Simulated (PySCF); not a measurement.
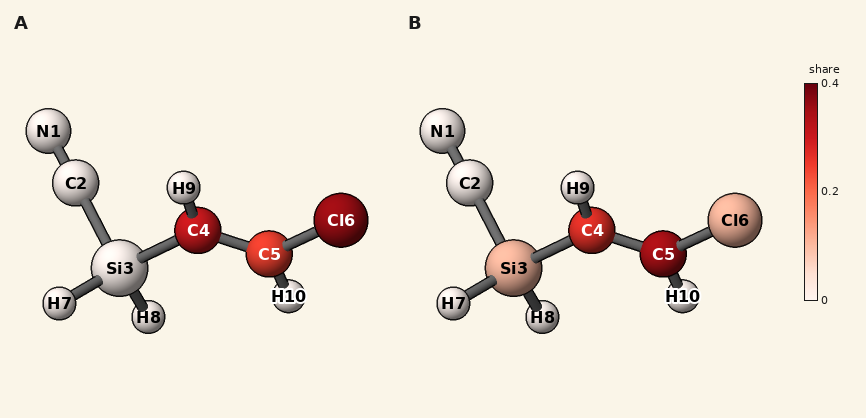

Each panel colours the atoms by their Löwdin share in one orbital (up to four of the largest shares; other atoms are shown as zero). The geometry was computed by an optimisation with GFN2-xTB. No frequency run is at hand to confirm it as a minimum. Level of theory: B3LYP/def2-SVPD (PySCF 2.14.0).

Question: The panels show the HOMO, LUMO, in some order. Which is which?

Answer: A: HOMO, −7.98 eV; Cl6 0.35, C4 0.30, C5 0.24
B: LUMO, −1.55 eV; C5 0.34, C4 0.26, Cl6 0.10, Si3 0.10

The geometry is semi-empirical. Around Si such bond lengths and angles can be off by a tenth of an ångström or more and by several degrees, and values that hang on the shape move with them.
